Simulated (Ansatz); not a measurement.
H8CO6: several calculations on one system

Part 1: Relaxation

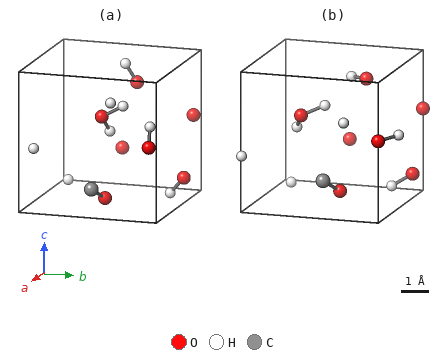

The structure of an amorphous cell of composition H₈CO₆ before (left) and after (right) a relaxation, at one scale.

Style: ball-and-stick. Shown: the cell of the calculation (origin shifted), slightly off an axis.

The cell holds 4 H2O + 1 CO2. The run prepares the start of a later molecular dynamics calculation, from a guessed geometry.

Level of theory: Ansatz 0.2.0, DFT PBEsol, scalar-relativistic, plane waves, PAW. (plane-wave cutoff 420 eV; k-point mesh 1 × 1 × 1; occupations fermi dirac; smearing width 0.05 eV; no spin polarisation; atoms relaxed in a fixed cell; force threshold 0.3 eV/Å; at most 15 steps)

Question: What changed between the two?

Answer: An H atom moves most: 1.56 Å roughly along [−1 −3 0]. Largest moves by element: H 1.56 Å, O 1.10 Å, C 0.49 Å. The cell doesn't change. Some distances before and after: H–O 0.969 → 1.015 Å, H–O 0.969 → 0.985 Å, C–O 1.179 → 1.169 Å. Bond angles that change, for instance: H–O–H 104.0° → 108.9°, O–C–O 180.0° → 177.2°. After 14 geometry steps the energy has fallen by 205 meV per atom. Largest force component: 1.4 eV/Å at the start, 0.17 eV/Å at the end.

Limits of the set-up: the program's low-accuracy preset was used; the periodic images lie only 5.5 Å apart, so the values are limited by the cell's size.

Part 2: Dynamics

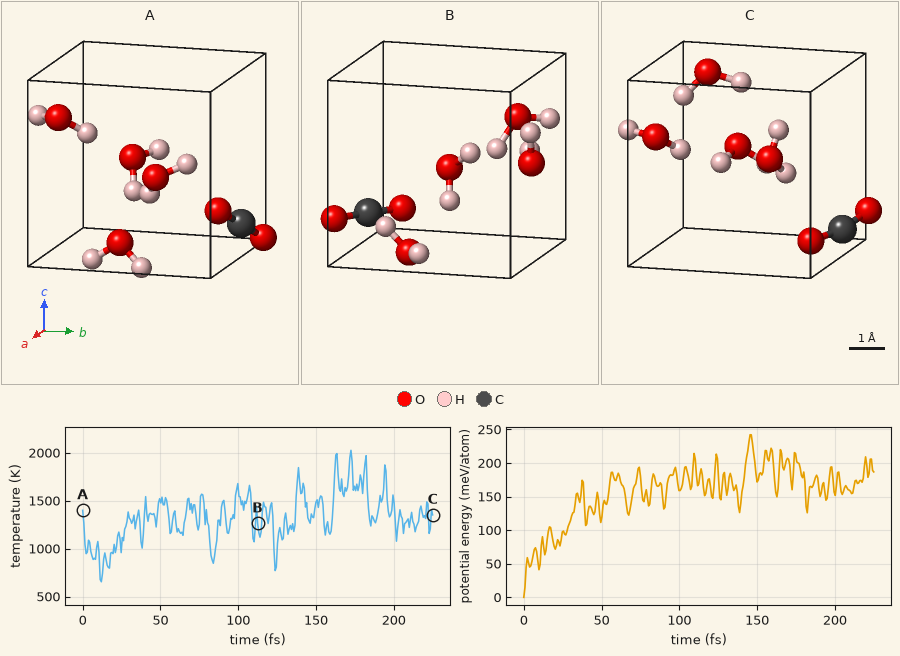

First-principles dynamics of a periodic cell with 4 H2O + 1 CO2 at 1.151 g/cm³, 225 fs long. Frames (A at 0 fs, B at 112 fs, C at 225 fs) and the history of the run. Style: ball-and-stick. Shown: the simulation cell, slightly off an axis. Atoms that leave the cell re-enter on the other side.

Method: Ansatz 0.2.0, DFT PBEsol, scalar-relativistic, plane waves, PAW. Settings: plane-wave cutoff 420 eV; k-point mesh 1 × 1 × 1; Fermi-Dirac smearing 0.05 eV; low-accuracy preset; Langevin thermostat (NVT); set temperature 1500 K; time step 0.75 fs; friction 0.02 per fs.

Question: What do the frames and curves show?

Answer: In the second half of the run the atoms are, in the root-mean-square, this far from where they began (common drift taken out): H 1.31 Å, O 0.89 Å, C 0.44 Å. The heavy atoms stay within a fraction of a molecule's size of their starting places; so short a run doesn't tell a liquid from a solid. Over the second half the temperature averages 1417 K (spread ±229 K). The potential energy in the second half lies on average 179 meV per atom above the first frame.

Limits of the set-up: the program's low-accuracy preset was used; the periodic images lie only 5.5 Å apart, so the values are limited by the cell's size.

Part 3: Dynamics

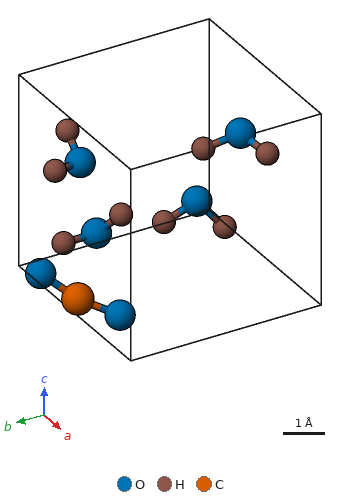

Starting frame of a dynamics run of a periodic cell with 4 H2O + 1 CO2 at 1.151 g/cm³. It starts from the last geometry of an earlier run, with fresh velocities. The picture is a ball-and-stick view of the simulation cell, seen from a free direction.

The calculation used DFT PBEsol, scalar-relativistic, plane waves, PAW in Ansatz 0.2.0.

Input
```yaml
accuracy: low
crystal:
  lattice:
    - [5.511272, 0.0, 0.0]
    - [0.0, 5.511272, 0.0]
    - [0.0, 0.0, 5.511272]
  atoms:
    - { symbol: O, position: [0.65998164, 0.97856744, 0.49182073] }
    - { symbol: H, position: [0.52829372, 1.0744293, 0.40250052] }
    - { symbol: H, position: [0.58846924, 0.80702767, 0.50343386] }
    - { symbol: O, position: [0.58041119, 0.40440533, 0.45208331] }
    - { symbol: H, position: [0.52967144, 0.54775208, 0.35942996] }
    - { symbol: H, position: [0.77049036, 0.36954996, 0.40154853] }
    - { symbol: O, position: [0.10097707, 0.7356634, 0.51296713] }
    - { symbol: H, position: [0.0383107, 0.76582992, 0.6572743] }
    - { symbol: H, position: [-0.04693239, 0.78074339, 0.40932764] }
    - { symbol: O, position: [0.80629839, 0.30792633, -0.108635] }
    - { symbol: H, position: [0.7614651, 0.47713037, -0.16236881] }
    - { symbol: H, position: [0.83916989, 0.18558578, -0.23509755] }
    - { symbol: C, position: [0.3969434, 0.92172923, 0.00091452] }
    - { symbol: O, position: [0.56853751, 0.80083984, -0.03396549] }
    - { symbol: O, position: [0.21280501, 1.00900963, 0.06784223] }
basis:
  ecutwfc: 420.0
kpoints:
  mp_grid: { grid: [1, 1, 1] }
hamiltonian:
  xc: pbesol
scf:
  occupations: { method: fermi_dirac, width: 0.05 }
  lower_state_search: "off"
md:
  timestep: 0.5
  n_steps: 400
  ensemble: nve
  temperature: 1500.0
  initial_velocities: maxwell_boltzmann
  seed: 523561
```

Command:
```bash
ansatz run input.yaml --threads 1 --pin off --max-ram 3072MiB --backend cpu --events-out ev --progress --plain --runs-dir out
```

> Predict how the run goes.

The mean temperature in the second half is 1363 K (standard deviation 231 K). The potential energy is still drifting at the end, so the run hasn't reached equilibrium. The potential energy in the second half lies on average 16.4 meV per atom above the first frame. In the second half of the run the atoms are, in the root-mean-square, this far from where they began (common drift taken out): H 2.02 Å, O 1.37 Å, C 0.76 Å. The heavy atoms stay within a fraction of a molecule's size of their starting places; so short a run doesn't tell a liquid from a solid.

Along the run (each row but the first and the last is the mean over the interval that it begins):

```tsv
time (fs)	potential energy (meV/atom)	T (K)
0.0	0.0	1500
33.0	-16.4	1635
66.0	-11.7	1596
99.0	-3.9	1531
132.0	18.5	1346
165.0	34.8	1210
198.0	-13.0	1605
```

The paths of the atoms:

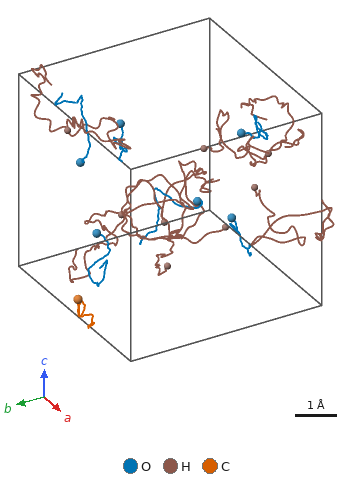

Limits of the set-up: the program's low-accuracy preset was used; the periodic images lie only 5.5 Å apart, so the values are limited by the cell's size.
